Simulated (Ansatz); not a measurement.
Input

```
crystal:
  periodic: [false, false, false]
  atoms:
    - { symbol: C, position_ang: [-0.3266, -2.7136, -1.3223] }
    - { symbol: C, position_ang: [0.1794, -1.5854, -0.8009] }
    - { symbol: F, position_ang: [1.4623, -1.6252, -0.4963] }
    - { symbol: O, position_ang: [-0.4952, -0.4398, -0.5819] }
    - { symbol: C, position_ang: [0.1854, 0.6354, -0.0213] }
    - { symbol: C, position_ang: [-0.5038, 1.9356, -0.5105] }
    - { symbol: Si, position_ang: [0.3754, 0.6295, 1.9007] }
    - { symbol: H, position_ang: [0.2544, -3.5426, -1.5138] }
    - { symbol: H, position_ang: [-1.4203, -2.6623, -1.5613] }
    - { symbol: H, position_ang: [1.2008, 0.6543, -0.3997] }
    - { symbol: H, position_ang: [-0.5537, 1.9205, -1.5835] }
    - { symbol: H, position_ang: [-1.5222, 1.9856, -0.1426] }
    - { symbol: H, position_ang: [-0.0263, 2.8504, -0.2003] }
    - { symbol: H, position_ang: [1.0214, -0.5881, 2.3797] }
    - { symbol: H, position_ang: [1.1321, 1.7955, 2.3436] }
    - { symbol: H, position_ang: [-0.986, 0.7276, 2.555] }
basis:
  gaussian: { orbitals: "6-31G*" }
hamiltonian:
  xc: blyp
  dispersion: d4
relax:
  f_tol: 0.015
  max_steps: 40
output:
  orbitals: {}
```

Launched as:

```sh
ansatz run input.yaml --threads 2 --pin off --max-ram 3072MiB --backend cpu --events-out ev --progress --plain --runs-dir out
```

The fields are those of the relaxed geometry.

Method: Ansatz, RKS BLYP-D4/6-31G*.

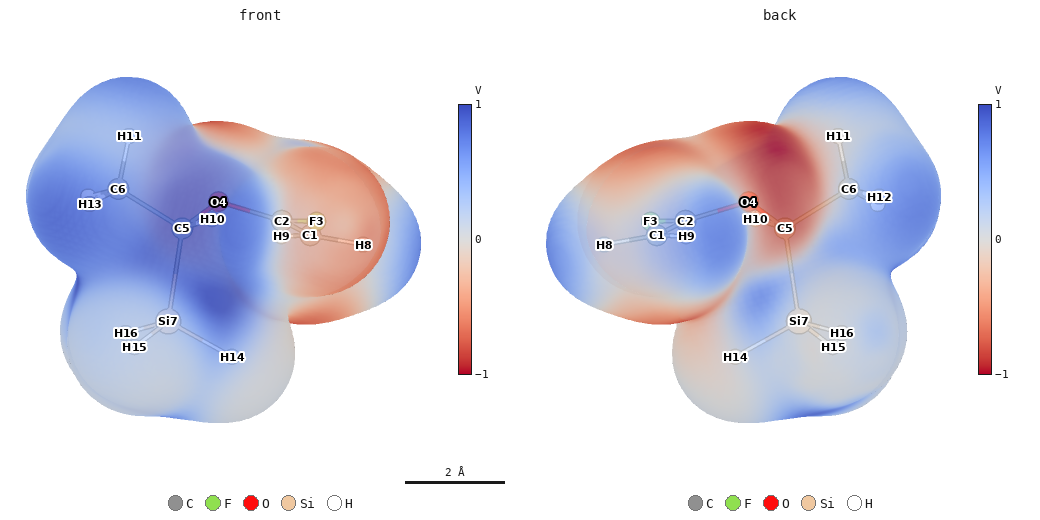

C$_{4}$H$_{9}$FOSi (SMILES C=C(F)OC(C)[SiH3]). The electrostatic potential painted on the density surface at 0.002 e/bohr³, seen from the front and from behind; red is negative and blue positive.

**Where is the surface potential most negative and most positive?**

The most negative region (about −0.9 V, or −21 kcal/mol for a unit charge) lies over O4, the most positive (about +1.0 V, or +23 kcal/mol for a unit charge) over Si7.
